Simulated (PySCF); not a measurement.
# C₃H₄F₃N: runs on many settings

Which settings matter for C₃H₄F₃N (`C/N=C/C(F)(F)F`)?

The runs use PySCF 2.14.0, with density-fitted response routines of our own; the level of theory stands in each step. All values are computed, except where a source is named. Atoms count from 0, in the outputs and in this text.

## Step 1: Starting geometry

11 atoms, charge 0, multiplicity 1; geometry from: GFN2-xTB.

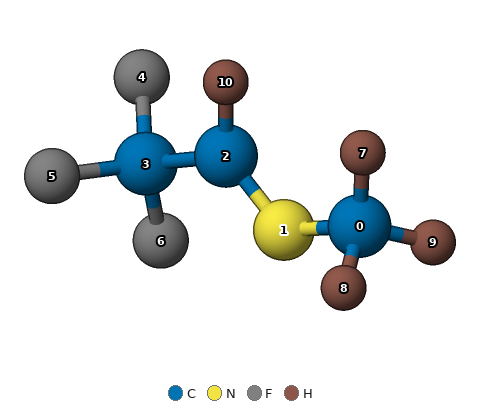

As it starts; carbon blue, nitrogen yellow, fluorine grey, hydrogen brown, atoms numbered; sticks join atoms by distance.

## Step 2: Nuclear shieldings: PBE0/pcSseg-1

What the job is given:

```
{"job": {"kind": "nmr", "xc": "PBE0", "basis": "pcSseg-1"}, "charge": 0, "multiplicity": 1}
C      1.899990    -0.017272     0.279893
N      0.508039    -0.001475     0.558460
C     -0.342237    -0.015597    -0.356940
C     -1.809734     0.018615    -0.017353
F     -2.501289    -0.845867    -0.780086
F     -2.334167     1.234152    -0.259984
F     -2.077971    -0.276670     1.252233
H      2.139768    -0.065474    -0.788935
H      2.332826     0.881402     0.720278
H      2.328960    -0.872942     0.801634
H     -0.138760    -0.036202    -1.435165
```

Level: GIAO PBE0/pcSseg-1 NMR shielding, non-relativistic, gas phase.

Started as:

```
OMP_NUM_THREADS=1 python probes_run.py task.json out
```

The driver reads the jobs from task.json and runs them one after another.

Standard output:

```text
coarse grid: 10064 points
cycle   1  E = -470.2675096865  dE =  1.097e+00  |g| = 8.914e-01  |ddm| = 2.875e+00
cycle   2  E = -470.0831951806  dE =  1.843e-01  |g| = 1.408e+00  |ddm| = 1.192e+00
cycle   3  E = -470.4015996952  dE = -3.184e-01  |g| = 1.362e-01  |ddm| = 7.698e-01
cycle   4  E = -470.4042539007  dE = -2.654e-03  |g| = 7.743e-02  |ddm| = 1.228e-01
cycle   5  E = -470.4054917001  dE = -1.238e-03  |g| = 1.252e-02  |ddm| = 6.207e-02
cycle   6  E = -470.4055230486  dE = -3.135e-05  |g| = 2.768e-03  |ddm| = 1.237e-02
cycle   7  E = -470.4055247243  dE = -1.676e-06  |g| = 4.224e-04  |ddm| = 2.448e-03
final grid: 100920 points
cycle   8  E = -470.4649776895  dE = -4.038e-05  |g| = 6.611e-03  |ddm| = 2.090e-02
cycle   9  E = -470.4649734663  dE =  4.223e-06  |g| = 8.533e-03  |ddm| = 1.058e-02
cycle  10  E = -470.4649869466  dE = -1.348e-05  |g| = 1.017e-03  |ddm| = 5.505e-03
cycle  11  E = -470.4649871247  dE = -1.782e-07  |g| = 4.081e-04  |ddm| = 8.419e-04
cycle  12  E = -470.4649871545  dE = -2.979e-08  |g| = 1.556e-04  |ddm| = 3.308e-04
cycle  13  E = -470.4649871590  dE = -4.455e-09  |g| = 2.318e-05  |ddm| = 1.098e-04
cycle  14  E = -470.4649871591  dE = -1.170e-10  |g| = 6.057e-06  |ddm| = 1.994e-05
converged SCF energy = -470.4649871591

GIAO shielding tensors (ppm)
atom      isotropic    diamagn.    paramagn.     s11        s22        s33       span
  0 C      137.070     247.028    -109.958    116.763    118.771    175.676     58.914
  1 N     -143.936     327.473    -471.408   -568.903   -146.168    283.264    852.167
  2 C       32.502     256.926    -224.424    -72.866     73.102     97.269    170.135
  3 C       58.756     241.326    -182.570     47.003     58.082     71.182     24.179
  4 F      256.551     471.494    -214.943    170.301    254.303    345.049    174.748
  5 F      250.552     471.880    -221.328    164.120    248.023    339.513    175.392
  6 F      267.139     472.320    -205.180    188.387    273.077    339.955    151.569
  7 H       28.416      29.411      -0.995     25.990     27.068     32.191      6.201
  8 H       27.519      28.345      -0.826     24.743     26.223     31.592      6.849
  9 H       27.462      28.317      -0.855     24.555     26.318     31.512      6.957
 10 H       24.056      31.127      -7.072     23.214     23.841     25.114      1.900
```

Wall time 17 s (1 thread of Intel Xeon Platinum 8375C at 2.90GHz, shared host); peak memory 0.66 GiB.

Shifts follow as δ = σ(reference) − σ, with reference shieldings (ppm) from runs at the same level and on the same kind of geometry: 1H TMS 31.72, 13C TMS 186.9, 19F CFCl3 170.9, 15N NH3 267.7. The references are single molecules in the gas phase, so shifts against H2O, NH3, PH3, H3PO4 or CFCl3 are not on the usual liquid scales and can be off by tens of ppm. Atoms listed in one row are averaged.

```csv
atoms,environment,σ (ppm),δ (ppm),δ scaled to CDCl3
C2,C=N carbon,32.5,154.4,148.8
C3,CF3 carbon,58.8,128.2,123.2
C0,methyl carbon bonded to N,137.1,49.9,46.7
H10,hydrogen on a C=N carbon,24.06,7.66,7.33
"H7, H8, H9",hydrogen on a methyl carbon bonded to N,27.80,3.92,3.80
N1,imine nitrogen,-143.9,411.7,–
"F4, F5, F6",fluorine of a CF3 group,258.1,-87.1,–
```

The scaled column applies a straight-line fit of computed shieldings to shifts measured in CDCl3, and one for carbons that bear F (root-mean-square error 0.16 ppm for H, 1.9 ppm for C).

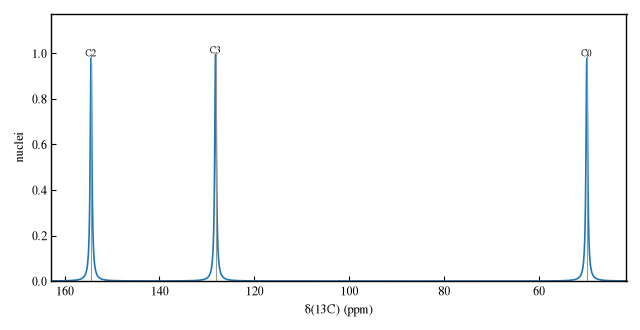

13C lines at the computed shifts, without couplings. Lines are broadened to a width of 0.42 ppm (Lorentzian).

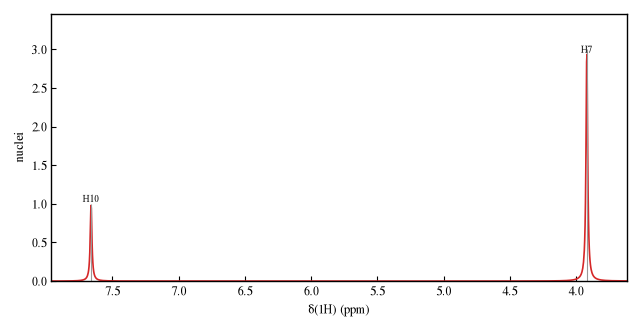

1H lines at the computed shifts, without couplings. Lines are broadened to a width of 0.01 ppm (Lorentzian).

The run also stored atomic charges by several schemes (e):

```csv
atoms,Mulliken,IAO,Hirshfeld,ESP fit
C0,-0.11,-0.31,-0.06,-0.12
N1,-0.38,-0.21,-0.12,-0.41
C2,-0.03,-0.03,0.01,0.26
C3,0.83,0.80,0.25,0.45
"F4, F5, F6",-0.27,-0.28,-0.10,-0.18
```

IAO charges:

```csv
atom,value (e)
C0,-0.31
N1,-0.21
C2,-0.03
C3,0.80
F4,-0.29
F5,-0.28
F6,-0.26
H7,0.12
H8,0.17
H9,0.17
H10,0.12
```

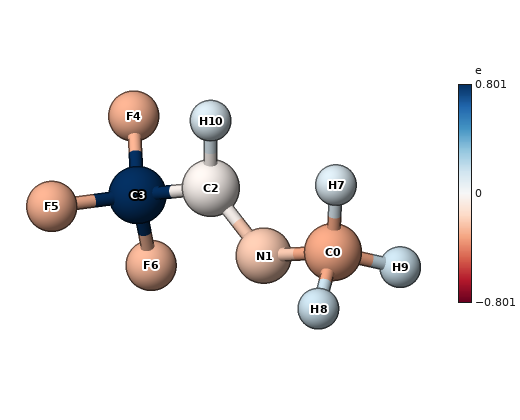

IAO charges, as colours on the atoms.

Mayer bond orders: C0–N1 0.99, N1–C2 1.94, C2–C3 0.96, C3–F4 0.99, C3–F5 0.99, C3–F6 1.05.

## Step 3: Excited states and response: PBE0/def2-SVPD

Same as in step 2 but for these lines:

```diff
@@ -1,2 +1,2 @@
-{"job": {"kind": "nmr", "xc": "PBE0", "basis": "pcSseg-1"}, "charge": 0, "multiplicity": 1}
+{"job": {"kind": "uv", "xc": "PBE0", "basis": "def2-SVPD", "nstates": 6, "ntriplets": 2}, "charge": 0, "multiplicity": 1}
 C      1.899990    -0.017272     0.279893
```

With the program's defaults for keys left out, this is: TDDFT PBE0/def2-SVPD, vertical, gas phase, core orbitals frozen in the response.

Standard output:

```text
coarse grid: 10064 points
cycle   1  E = -469.9923444144  dE =  1.047e+00  |g| = 8.361e-01  |ddm| = 4.230e+00
cycle   2  E = -469.8224329970  dE =  1.699e-01  |g| = 1.315e+00  |ddm| = 1.940e+00
cycle   3  E = -470.1170458941  dE = -2.946e-01  |g| = 1.365e-01  |ddm| = 1.253e+00
cycle   4  E = -470.1200651740  dE = -3.019e-03  |g| = 6.920e-02  |ddm| = 2.274e-01
cycle   5  E = -470.1210689904  dE = -1.004e-03  |g| = 1.287e-02  |ddm| = 9.726e-02
cycle   6  E = -470.1211031605  dE = -3.417e-05  |g| = 2.701e-03  |ddm| = 1.757e-02
cycle   7  E = -470.1211048045  dE = -1.644e-06  |g| = 4.529e-04  |ddm| = 4.051e-03
final grid: 100920 points
cycle   8  E = -470.1812521052  dE = -3.140e-05  |g| = 6.843e-03  |ddm| = 6.039e-02
cycle   9  E = -470.1812465776  dE =  5.528e-06  |g| = 8.982e-03  |ddm| = 1.638e-02
cycle  10  E = -470.1812619991  dE = -1.542e-05  |g| = 9.904e-04  |ddm| = 8.760e-03
cycle  11  E = -470.1812621869  dE = -1.878e-07  |g| = 3.470e-04  |ddm| = 1.368e-03
cycle  12  E = -470.1812622087  dE = -2.178e-08  |g| = 1.319e-04  |ddm| = 5.378e-04
cycle  13  E = -470.1812622122  dE = -3.547e-09  |g| = 2.012e-05  |ddm| = 1.678e-04
cycle  14  E = -470.1812622123  dE = -8.913e-11  |g| = 6.493e-06  |ddm| = 3.131e-05
converged SCF energy = -470.1812622123

Static polarisability (au): isotropic 49.108, principal 38.899 44.943 63.481

Singlet excitations
state   eV       nm        f      main configurations
  1   4.7812    259.3   0.00131   H->L 0.99
  2   7.5534    164.1   0.08560   H->L+1 0.80, H-1->L 0.17
  3   7.8436    158.1   0.24208   H-1->L 0.69, H->L+1 0.17, H->L+2 0.09
  4   8.1161    152.8   0.00069   H-2->L 0.98
  5   8.4956    145.9   0.16877   H->L+2 0.83
  6   8.7899    141.1   0.11200   H->L+3 0.89

Triplet excitations (Tamm-Dancoff, eV): 3.8826 4.8177
```

Wall time 25 s (1 thread of Intel Xeon Platinum 8375C at 2.90GHz, shared host); peak memory 0.73 GiB.

The orbitals next to the gap, with their largest atomic shares:

```csv
orbital,eV,atoms
HOMO−3,-11.85,"F6 35 %, F5 33 %, F4 32 %"
HOMO−2,-11.10,"C0 18 %, C2 17 %, F6 13 %"
HOMO−1,-9.59,"N1 33 %, C2 29 %, C0 15 %"
HOMO,-8.12,"N1 59 %, C2 12 %, C0 11 %"
LUMO,-1.28,"N1 37 %, C2 33 %, C3 6 %"
LUMO+1,0.66,"C0 36 %, C2 14 %, H7 12 %"
LUMO+2,1.38,"H10 15 %, C3 13 %, C2 12 %"
```

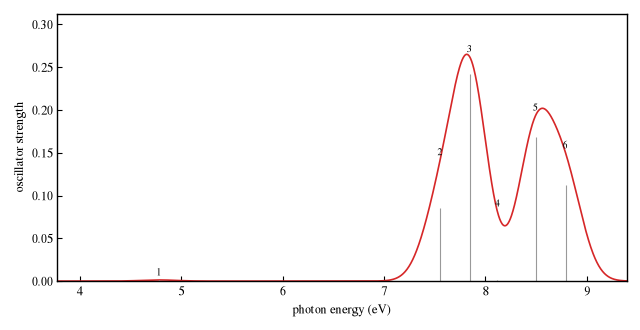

Absorption spectrum from the 6 singlet states computed; above the last one it falls off for lack of states. Lines are broadened to a width of 0.40 eV (Gaussian).

Ground-state properties from the same run:

```csv
property,computed
dipole moment (D),3.35
polarisability (Å³),7.28
HOMO–LUMO gap (eV),6.85
−ε(HOMO) (eV),8.12
```

## Step 4: Excited states and response: PW91/IGLO-II

Same as in step 3 but for these lines:

```diff
@@ -1,2 +1,2 @@
-{"job": {"kind": "uv", "xc": "PBE0", "basis": "def2-SVPD", "nstates": 6, "ntriplets": 2}, "charge": 0, "multiplicity": 1}
+{"job": {"kind": "uv", "xc": "PW91", "basis": "IGLO-II", "nstates": 6, "ntriplets": 0, "tda": false, "scf": {"damp": 0.3, "conv": 1e-06}}, "charge": 0, "multiplicity": 1}
 C      1.899990    -0.017272     0.279893
```

Method: TDDFT PW91/IGLO-II, vertical, gas phase, core orbitals frozen in the response.

Standard output:

```text
damping 0.30 in the first 6 cycles
final grid: 100920 points
cycle   1  E = -470.8287859214  dE =  1.003e+00  |g| = 9.834e-01  |ddm| = 2.658e+00
cycle   2  E = -470.7983428980  dE =  3.044e-02  |g| = 1.078e+00  |ddm| = 1.080e+00
cycle   3  E = -470.6856954157  dE =  1.126e-01  |g| = 1.273e+00  |ddm| = 1.187e+00
cycle   4  E = -470.3489271097  dE =  3.368e-01  |g| = 1.772e+00  |ddm| = 1.961e+00
cycle   5  E = -469.9439560745  dE =  4.050e-01  |g| = 2.239e+00  |ddm| = 2.493e+00
cycle   6  E = -463.5277660571  dE =  6.416e+00  |g| = 5.367e+00  |ddm| = 9.267e+00
cycle   7  E = -427.1686225426  dE =  3.636e+01  |g| = 1.195e+01  |ddm| = 1.608e+01
cycle   8  E = -466.9905798141  dE = -3.982e+01  |g| = 4.778e+00  |ddm| = 1.360e+01
cycle   9  E = -470.0031461714  dE = -3.013e+00  |g| = 2.250e+00  |ddm| = 3.156e+00
cycle  10  E = -470.9049826391  dE = -9.018e-01  |g| = 7.306e-01  |ddm| = 1.862e+00
cycle  11  E = -470.9484151883  dE = -4.343e-02  |g| = 4.470e-01  |ddm| = 6.750e-01
cycle  12  E = -470.9857096327  dE = -3.729e-02  |g| = 7.626e-02  |ddm| = 3.315e-01
cycle  13  E = -470.9866767795  dE = -9.671e-04  |g| = 3.097e-02  |ddm| = 6.958e-02
cycle  14  E = -470.9867912958  dE = -1.145e-04  |g| = 1.671e-02  |ddm| = 2.456e-02
cycle  15  E = -470.9868472981  dE = -5.600e-05  |g| = 3.909e-03  |ddm| = 1.379e-02
cycle  16  E = -470.9868500541  dE = -2.756e-06  |g| = 1.071e-03  |ddm| = 3.077e-03
cycle  17  E = -470.9868502529  dE = -1.988e-07  |g| = 2.763e-04  |ddm| = 9.164e-04
converged SCF energy = -470.9868502529

Static polarisability (au): isotropic 45.239, principal 33.521 41.518 60.678

Singlet excitations
state   eV       nm        f      main configurations
  1   4.6459    266.9   0.00214   H->L 1.00
  2   7.1728    172.9   0.09658   H->L+1 0.53, H-1->L 0.21, H-2->L 0.21
  3   7.2080    172.0   0.01826   H-2->L 0.75, H->L+1 0.22
  4   7.2492    171.0   0.00008   H-3->L 0.94
  5   7.3749    168.1   0.15143   H-1->L 0.52, H->L+2 0.17, H->L+1 0.16
  6   7.7260    160.5   0.00082   H-4->L 0.99
```

Wall time 32 s (1 thread of Intel Xeon Platinum 8375C at 2.90GHz, shared host); peak memory 0.54 GiB.

This run: HOMO -6.53 eV, LUMO -2.27 eV; lowest singlet 4.65 eV.

## Step 5: Nuclear shieldings: PW91/6-31++G**

Same as in step 4 but for these lines:

```diff
@@ -1,2 +1,2 @@
-{"job": {"kind": "uv", "xc": "PW91", "basis": "IGLO-II", "nstates": 6, "ntriplets": 0, "tda": false, "scf": {"damp": 0.3, "conv": 1e-06}}, "charge": 0, "multiplicity": 1}
+{"job": {"kind": "nmr", "xc": "PW91", "basis": "6-31++G**", "pop": true, "scf": {"level_shift": 0.3}}, "charge": 0, "multiplicity": 1}
 C      1.899990    -0.017272     0.279893
```

Level: GIAO PW91/6-31++G** NMR shielding, non-relativistic, gas phase.

Standard output:

```text
final grid: 100920 points
cycle   1  E = -470.6548078666  dE =  1.076e+00  |g| = 1.014e+00  |ddm| = 3.297e+00
cycle   2  E = -470.5834075867  dE =  7.140e-02  |g| = 1.323e+00  |ddm| = 1.765e+00
cycle   3  E = -470.8380762689  dE = -2.547e-01  |g| = 3.587e-01  |ddm| = 5.698e-01
cycle   4  E = -470.8616792970  dE = -2.360e-02  |g| = 9.012e-02  |ddm| = 3.003e-01
cycle   5  E = -470.8631947637  dE = -1.515e-03  |g| = 1.637e-02  |ddm| = 9.609e-02
cycle   6  E = -470.8632733526  dE = -7.859e-05  |g| = 6.000e-03  |ddm| = 3.539e-02
cycle   7  E = -470.8632825958  dE = -9.243e-06  |g| = 1.519e-03  |ddm| = 1.234e-02
cycle   8  E = -470.8632835318  dE = -9.360e-07  |g| = 5.656e-04  |ddm| = 5.779e-03
cycle   9  E = -470.8632836953  dE = -1.635e-07  |g| = 3.296e-04  |ddm| = 2.743e-03
cycle  10  E = -470.8632837429  dE = -4.764e-08  |g| = 1.190e-04  |ddm| = 1.337e-03
cycle  11  E = -470.8632837542  dE = -1.129e-08  |g| = 6.904e-05  |ddm| = 7.010e-04
cycle  12  E = -470.8632837579  dE = -3.692e-09  |g| = 3.477e-05  |ddm| = 3.568e-04
cycle  13  E = -470.8632837590  dE = -1.090e-09  |g| = 2.026e-05  |ddm| = 2.083e-04
cycle  14  E = -470.8632837594  dE = -3.627e-10  |g| = 9.016e-06  |ddm| = 1.158e-04
level shift removed, Fock matrix diagonalised once more
converged SCF energy = -470.8632837594

GIAO shielding tensors (ppm)
atom      isotropic    diamagn.    paramagn.     s11        s22        s33       span
  0 C      144.710     246.052    -101.341    122.891    128.167    183.073     60.182
  1 N      -89.164     316.297    -405.462   -447.026    -97.384    276.917    723.942
  2 C       51.995     265.549    -213.554    -32.694     80.382    108.296    140.990
  3 C       66.473     246.788    -180.314     50.882     68.073     80.465     29.583
  4 F      253.362     466.919    -213.556    170.553    251.607    337.928    167.375
  5 F      246.532     467.275    -220.743    163.834    242.854    332.907    169.073
  6 F      261.856     470.572    -208.716    186.918    266.709    331.940    145.022
  7 H       28.469      28.158       0.312     26.257     27.070     32.081      5.824
  8 H       27.578      28.099      -0.521     25.022     26.501     31.212      6.191
  9 H       27.529      28.119      -0.590     24.834     26.597     31.155      6.320
 10 H       23.788      31.431      -7.642     22.860     24.118     24.386      1.526
```

It took 38 s on 1 thread of Intel Xeon Platinum 8375C at 2.90GHz, shared host; peak memory 0.65 GiB.

Key values: δ C2 142.2, C3 127.8, C0 49.5, N1 360.8, H10 8.00, H7 3.93 ppm (means over like atoms).

## Step 6: Shielding tensors: HSE06/pcSseg-1

Same as in step 5 but for these lines:

```diff
@@ -1,2 +1,2 @@
-{"job": {"kind": "nmr", "xc": "PW91", "basis": "6-31++G**", "pop": true, "scf": {"level_shift": 0.3}}, "charge": 0, "multiplicity": 1}
+{"job": {"kind": "nmr", "xc": "HSE06", "basis": "pcSseg-1", "pop": true}, "charge": 0, "multiplicity": 1}
 C      1.899990    -0.017272     0.279893
```

Method: GIAO HSE06/pcSseg-1 NMR shielding, non-relativistic, gas phase.

Standard output:

```text
coarse grid: 10064 points
cycle   1  E = -470.3107029431  dE =  1.073e+00  |g| = 8.760e-01  |ddm| = 2.886e+00
cycle   2  E = -470.0969984411  dE =  2.137e-01  |g| = 1.447e+00  |ddm| = 1.233e+00
cycle   3  E = -470.4372114252  dE = -3.402e-01  |g| = 1.632e-01  |ddm| = 8.339e-01
cycle   4  E = -470.4415194228  dE = -4.308e-03  |g| = 8.322e-02  |ddm| = 1.484e-01
cycle   5  E = -470.4429655957  dE = -1.446e-03  |g| = 1.521e-02  |ddm| = 7.106e-02
cycle   6  E = -470.4430156312  dE = -5.004e-05  |g| = 3.069e-03  |ddm| = 1.591e-02
cycle   7  E = -470.4430177076  dE = -2.076e-06  |g| = 4.458e-04  |ddm| = 2.756e-03
final grid: 100920 points
cycle   8  E = -470.5069359474  dE = -3.991e-05  |g| = 1.402e-02  |ddm| = 2.615e-02
cycle   9  E = -470.5069010231  dE =  3.492e-05  |g| = 1.974e-02  |ddm| = 1.871e-02
cycle  10  E = -470.5069604716  dE = -5.945e-05  |g| = 1.507e-03  |ddm| = 1.102e-02
cycle  11  E = -470.5069608677  dE = -3.961e-07  |g| = 5.536e-04  |ddm| = 1.282e-03
cycle  12  E = -470.5069609265  dE = -5.884e-08  |g| = 1.662e-04  |ddm| = 4.526e-04
cycle  13  E = -470.5069609324  dE = -5.927e-09  |g| = 2.949e-05  |ddm| = 1.340e-04
cycle  14  E = -470.5069609326  dE = -1.892e-10  |g| = 7.477e-06  |ddm| = 2.235e-05
converged SCF energy = -470.5069609326

GIAO shielding tensors (ppm)
atom      isotropic    diamagn.    paramagn.     s11        s22        s33       span
  0 C      136.264     247.006    -110.742    115.883    117.950    174.959     59.076
  1 N     -145.470     327.510    -472.981   -571.285   -147.654    282.529    853.814
  2 C       31.628     257.017    -225.390    -73.919     72.484     96.319    170.238
  3 C       57.729     241.321    -183.592     46.024     57.031     70.132     24.107
  4 F      255.589     471.579    -215.990    168.923    253.299    344.545    175.622
  5 F      249.553     471.966    -222.414    162.669    247.004    338.984    176.315
  6 F      266.175     472.407    -206.232    187.049    271.996    339.479    152.430
  7 H       28.424      29.431      -1.008     26.013     27.077     32.181      6.168
  8 H       27.526      28.355      -0.829     24.758     26.236     31.582      6.824
  9 H       27.468      28.325      -0.858     24.569     26.332     31.502      6.932
 10 H       24.067      31.158      -7.091     23.233     23.865     25.102      1.868
```

Wall time 29 s (1 thread of Intel Xeon Platinum 8375C at 2.90GHz, shared host); peak memory 0.73 GiB.

In short: δ C2 154.6, C3 128.5, C0 50.0, N1 412.8, H10 7.65, H7 3.91 ppm (means over like atoms).

## Step 7: Comparing the runs: NMR shifts

Shifts (ppm), means over like atoms, with basis size and wall time:

```csv
run,C2,C3,C0,H10,H7,N1,F4,functions,time
PBE0/pcSseg-1,154.4,128.2,49.9,7.66,3.92,411.7,-87.1,139,17 s
PW91/6-31++G**,142.2,127.8,49.5,8.00,3.93,360.8,-93.5,150,38 s
HSE06/pcSseg-1,154.6,128.5,50.0,7.65,3.91,412.8,-88.2,139,29 s
```

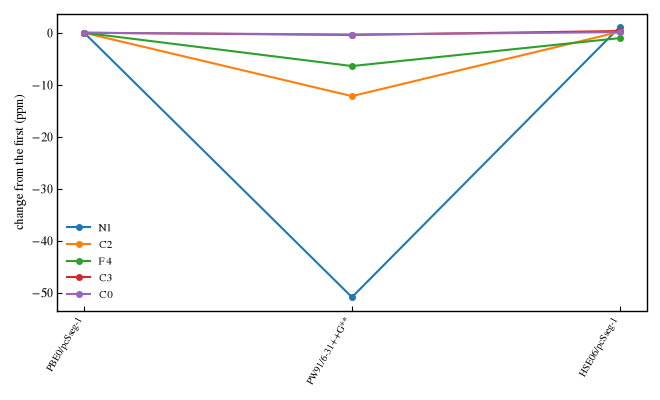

How five of the tabulated atoms move from run to run.

## Step 8: Side by side: electronic excitations

Excitations and ground-state properties, with basis size and wall time:

```csv
run,lowest singlet (eV),brightest (eV),f,gap (eV),α (Å³),μ (D),functions,time
PBE0/def2-SVPD,4.78,7.84,0.242,6.85,7.28,3.35,181,25 s
PW91/IGLO-II,4.65,7.37,0.151,4.26,6.70,3.14,178,32 s
```

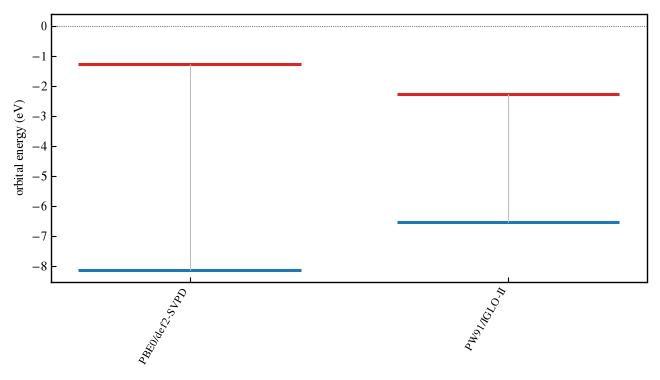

HOMO (blue) and LUMO (red) run by run.

## Step 9: Summary of results

| quantity | value |
| --- | --- |
| 13C shifts against TMS (PBE0/pcSseg-1) | 154.4, 128.2, 49.9 ppm |
| 1H shifts against TMS (PBE0/pcSseg-1, means over atoms taken as alike) | 7.66, 3.92 ppm |
| 15N shifts against NH3 (PBE0/pcSseg-1) | 411.7 ppm |
| 19F shifts against CFCl3 (PBE0/pcSseg-1, means over atoms taken as alike) | -87.1 ppm |
| lowest singlet (PBE0/def2-SVPD) | 4.78 eV (259 nm), f = 0.001 |
| brightest single state of those computed | state 3, 7.84 eV, f = 0.242 |
| lowest triplet | 3.88 eV |
| range of the shift of N1 | 360.8 to 412.8 ppm |
| range of the lowest singlet | 4.65 to 4.78 eV |

In words: Single values in the summary come from the first run of each kind that ended normally (PBE0/pcSseg-1; PBE0/def2-SVPD), which need not be the best level. At PBE0/pcSseg-1: Shielding is most anisotropic at N1 (span 852 ppm, paramagnetic term -471 ppm). The lowest singlet, at 4.78 eV, is HOMO→LUMO 0.99 and is weak; of the 6 states computed, the strongest absorption comes from state 3 at 7.84 eV (the last state computed is bright too, and its partners may lie past the list). The lowest triplet lies 0.90 eV below the lowest singlet (triplets in Tamm-Dancoff, singlets in full TDDFT). Across the 3 runs the shift of N1 moves most, between 360.8 (PW91/6-31++G**) and 412.8 ppm (HSE06/pcSseg-1). The lowest singlet runs from 4.65 eV (PW91/IGLO-II) to 4.78 eV (PBE0/def2-SVPD), while the orbital gap spans 4.26 to 6.85 eV. The lowest state need not be the same one in every run.
